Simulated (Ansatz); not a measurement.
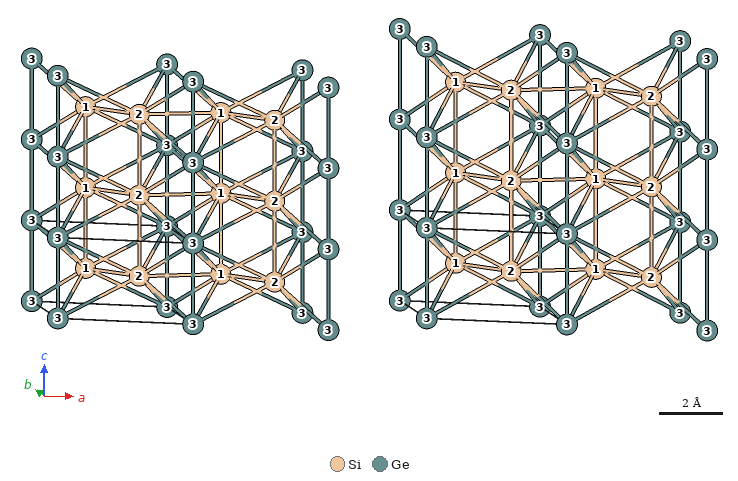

Two geometries of a crystal of Si$_{2}$Ge (a generated structure, set up in P6/mmm) (coarse preliminary run), drawn at one scale. One is the start of a relaxation, the other its converged end. A ball-and-stick model of the cell of the calculation, repeated 2 × 1 × 3 with one cell outlined, seen slightly off an axis.

Level of theory: DFT PBE, scalar-relativistic, plane waves, PAW (Ansatz). (plane-wave cutoff 420 eV; k-point mesh 6 × 6 × 6; occupations gaussian; smearing width 0.1 eV; no spin polarisation; cell and atoms relaxed; force threshold 0.04 eV/Å; at most 70 steps)

Question: Which of the two is the end point?

Answer: The left one is the relaxed one. The atoms keep their places relative to the cell (all moves are under 0.005 Å). Cell: a = b 4.799 → 4.633 Å (−3.5 %), c 2.942 → 2.628 Å (−10.7 %). Volume −16.7 %. Among the contacts that change: Si1–Si1 2.942 → 2.628 Å, Ge3–Ge3 2.942 → 2.628 Å, Si1–Ge3 3.137 → 2.980 Å, Si1–Si2 2.771 → 2.675 Å. The space group stays P6/mmm (No. 191). Over 4 accepted moves (5 points after the start) the energy falls by 137 meV per atom. All forces vanish by symmetry, so only the cell relaxes. Pressure: −9.12 GPa at the start and 0.03 GPa at the end. The SCF was repeated once at an unchanged geometry on a basis and grid sized afresh for the cell, which shifted the energy by 0.4 meV per atom at most. Cost: 5.5 s on 1 thread of Intel(R) Xeon(R) 6975P-C (Granite Rapids), with other jobs on the host, peak memory 0.4 GiB.
